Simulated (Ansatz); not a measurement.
**C₂H₈O₂Si (SMILES CC(O)[SiH2]O): density, localisation and related maps**

```xyz
13

C    -0.9894    0.5684    1.1012
C     0.2433   -0.1820    0.6480
O     1.3273    0.7680    0.6053
Si    0.0995   -0.8807   -1.1044
O    -0.1225    0.3710   -2.1521
H    -0.8148    1.0389    2.0720
H    -1.8391   -0.1121    1.1925
H    -1.2576    1.3507    0.3873
H     0.4681   -0.9719    1.3786
H     2.1539    0.2828    0.5349
H    -1.0470   -1.8049   -1.2944
H     1.3768   -1.6039   -1.3858
H     0.4218    1.1409   -1.9683
```

Geometry: PBE0-D4/def2-TZVP.

Computed with RKS PBE0-D4/def2-TZVPP (Ansatz).

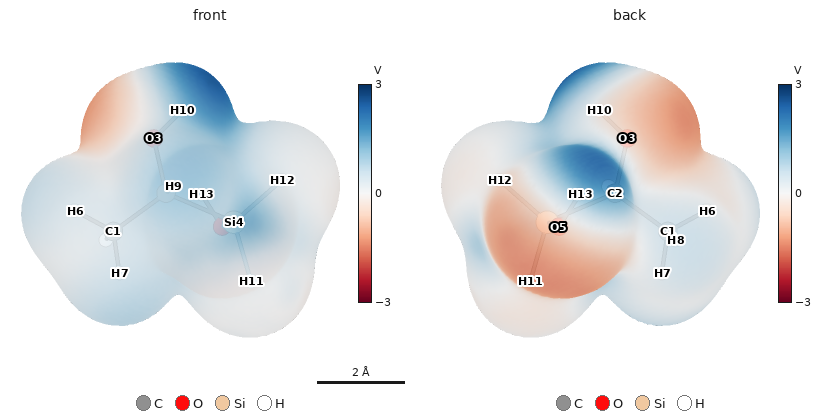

Figure 1. The molecular electrostatic potential painted on the density surface at 0.002 e/bohr³, seen from the front and from behind; the colour scale runs from red (negative) to blue (positive).

### Which sites attract a positive test charge, and which a negative one?

A positive charge is drawn to the negative regions and a negative charge to the positive ones. The most negative region (about −1.4 V, or −32 kcal/mol for a unit charge) lies over O5, the most positive (about +2.4 V, or +55 kcal/mol for a unit charge) over H10. O5 is the likeliest acceptor of a hydrogen bond.

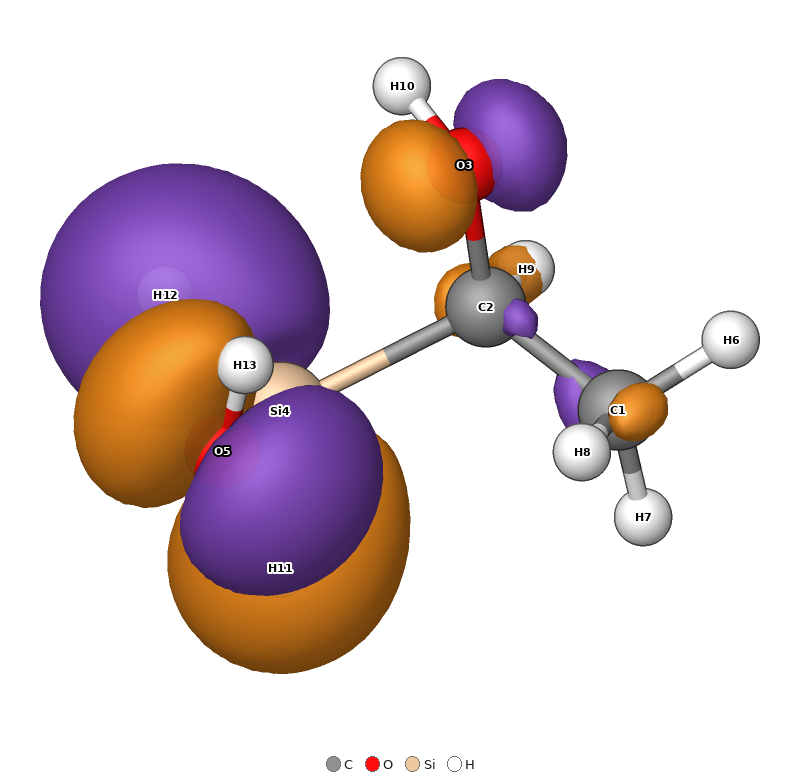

Figure 2. The HOMO−1 at ±0.1 Å⁻³ᐟ² (orange and purple are the two phases), seen at an oblique angle.

### What is the character of this orbital?

By Hirshfeld shares it lies mainly on O5 (about 35 %), Si4 (about 20 %), H12 (about 20 %) and H11 (about 10 %). Its energy is −8.74 eV.

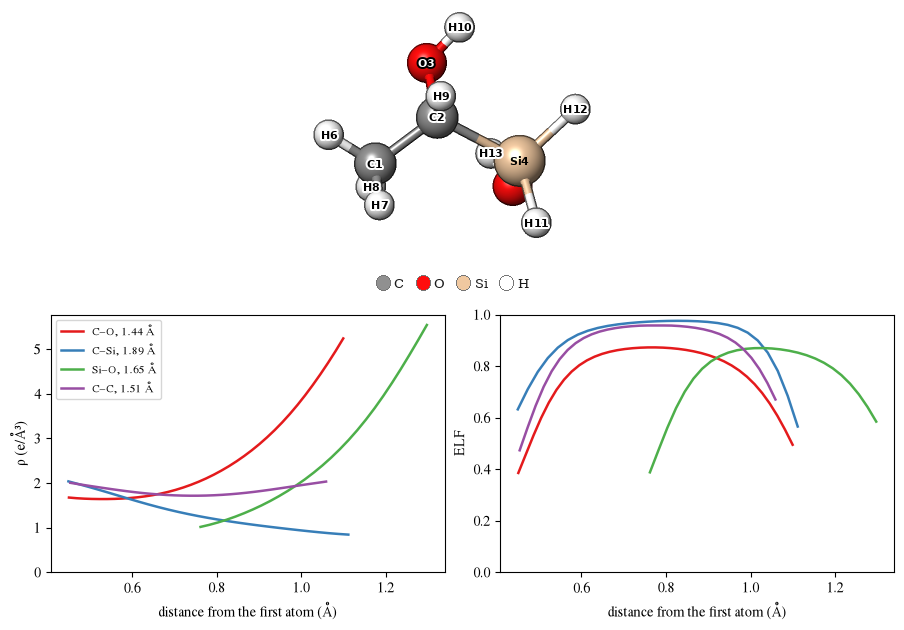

Figure 3. Electron density and electron localisation function along straight lines between neighbouring atoms. The curves leave out the atomic cores. The structure is drawn too.

### Compare the contacts.

C–O (1.44 Å): the density is about 1.9 e/Å³ at the midpoint, with its minimum of 1.6 e/Å³ about 0.5 Å from C; the ELF peaks at about 0.85 between the atoms (a polar covalent bond).
C–Si (1.89 Å): the density is about 0.99 e/Å³ at the midpoint; the ELF peaks at about 1 between the atoms (localised, covalent bonding).
Si–O (1.65 Å): the density is about 1.2 e/Å³ at the midpoint; the ELF peaks at about 0.85 between the atoms (a polar covalent bond).
C–C (1.51 Å): ρ at the midpoint is about 1.7 e/Å³; the ELF peaks at about 0.95 between the atoms; a shared electron pair.
